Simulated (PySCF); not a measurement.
## A study: C₂H₅FOSi, SMILES `F/C=C/O[SiH3]`

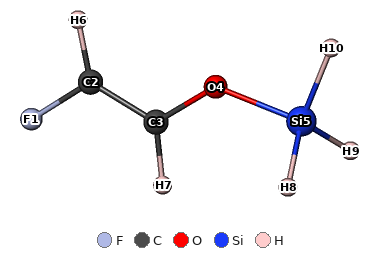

The molecule, with its atoms numbered as below. No frequency check shows the geometry to be a minimum.

Geometry (Å), atoms numbered from 1:

```
F1      -2.8901   -0.2851    0.0002
C2      -1.7338    0.4036   -0.0004
C3      -0.5736   -0.2350   -0.0001
O4       0.5910    0.4267    0.0002
Si5      2.1388   -0.0991    0.0000
H6      -1.8739    1.4723    0.0001
H7      -0.5414   -1.3174    0.0001
H8       2.4005   -0.9090    1.1907
H9       2.4000   -0.9113   -1.1901
H10      2.7991    1.1933   -0.0012
```

Part 1: Excited states

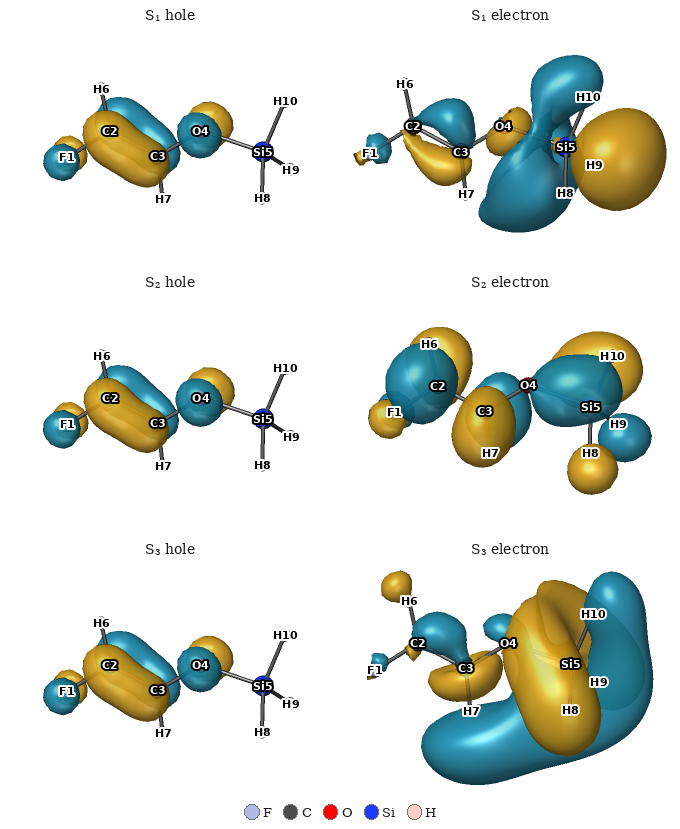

Leading natural transition orbitals (full linear response singlet states).

Method: B3LYP/def2-SVP; geometry: GFN2-xTB; program: PySCF. Without diffuse functions Rydberg states are missing, so the states' numbers hold for this basis only.

**Describe these excited states.**

By state:
- S₁: 5.48 eV (226 nm), f = 0.000 (dark), charge transfer, whose energy this functional puts too low; the leading pair carries 100 %; hole on C2 (31 %), C3 (25 %) and O4 (21 %), electron on Si5 (52 %), O4 (8 %) and H8 and H10 (8 % each); their centroids lie 2.7 Å apart.
- S₂: 6.99 eV (177 nm), f = 0.491 (bright); the leading pair carries 98 %; hole on C2 (28 %), O4 (25 %) and C3 (22 %), electron on C2 (26 %), C3 (22 %) and Si5 (21 %); their centroids lie 0.7 Å apart.
- S₃: 7.11 eV (174 nm), f = 0.002, charge transfer, whose energy this functional puts too low; the leading pair carries 100 %; hole on C2 (31 %), C3 (25 %) and O4 (21 %), electron on Si5 (39 %), H7 (16 %) and H8 and H9 (11 % each); their centroids lie 2.3 Å apart.

Part 2: In an electric field

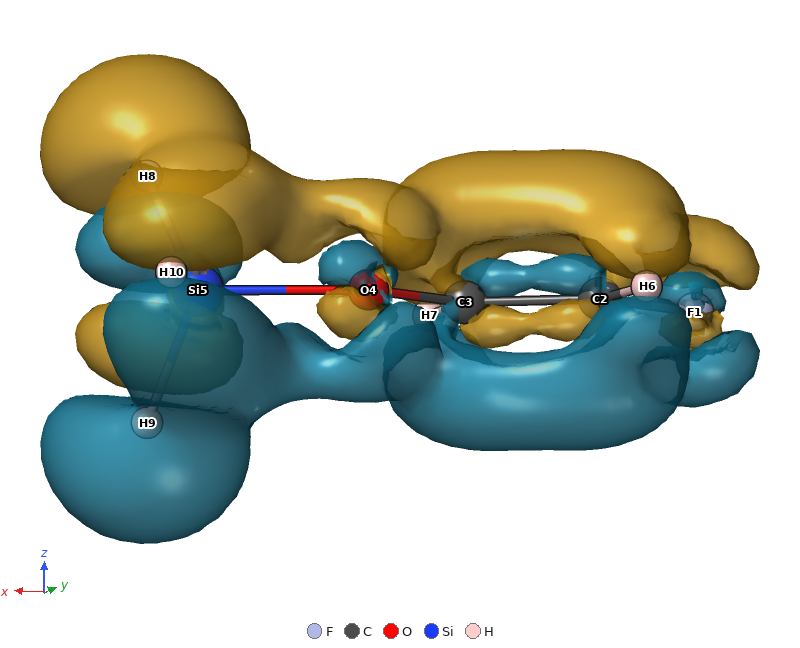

Change of the electron density in a uniform field of 0.10 V/Å, surfaces at ±0.0005 e/Å³ (yellow: gain, teal: loss).

Computed with PySCF, PBE0/def2-SVP, geometry: GFN2-xTB. A basis without diffuse functions makes polarisabilities too small.

The field was applied in both directions; the picture shows the one opposite to the script's first.

**Along which Cartesian direction does the field point?**

Along −z: electrons gather on the +z side, against the field.

**How large is the response?**

The induced dipole is 0.18 D (along the field); α along this axis, from the fields in both directions, is 35 bohr³ (5.2 Å³).

Part 3: Stretching a bond

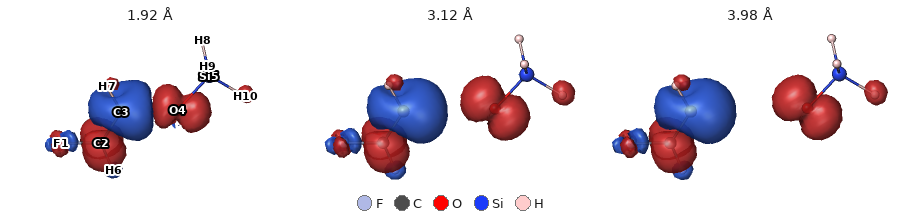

Rigid stretch of the C3–O4 bond. Broken-symmetry UHF spin density at ±0.03 e/Å³ (red: α, blue: β).

PySCF calculation, def2-SVP basis, gas phase; geometry: GFN2-xTB.

UHF's ⟨S²⟩ passes 1 along the scan (up to 1.25), so it also polarises electrons outside the stretched bond; its energy lowering isn't due to that bond alone.

**How does the broken-symmetry solution share the spin, and how far is it from a pure singlet?**

At 3.98 Å excess α spin lies mostly on O4 and excess β on C3; the two could be swapped at no cost. ⟨S²⟩ is 0.55 at 1.92 Å, 1.25 at 3.12 Å and 1.25 at 3.98 Å, against 0 for a pure singlet and 1 for an equal mix of singlet and triplet.

**Where does the UHF solution part from RHF?**

Between 1.70 Å (⟨S²⟩ = 0, the two coincide) and 1.92 Å (⟨S²⟩ = 0.55); at 3.98 Å ⟨S²⟩ is 1.25 and UHF lies 6.3 eV below RHF.

**How much energy does the stretch cost?**

By CASSCF, 4.2 eV from the lowest point of the scan (1.42 Å) to 3.98 Å; RHF gives 9.7 eV from its own lowest point. The fragments aren't relaxed and dynamic correlation is missing, so this isn't a bond dissociation energy.

The PySCF runs shown took 5.4 min, 22 s and 7.9 min on 1 thread of Arm Neoverse V1, on a shared host.
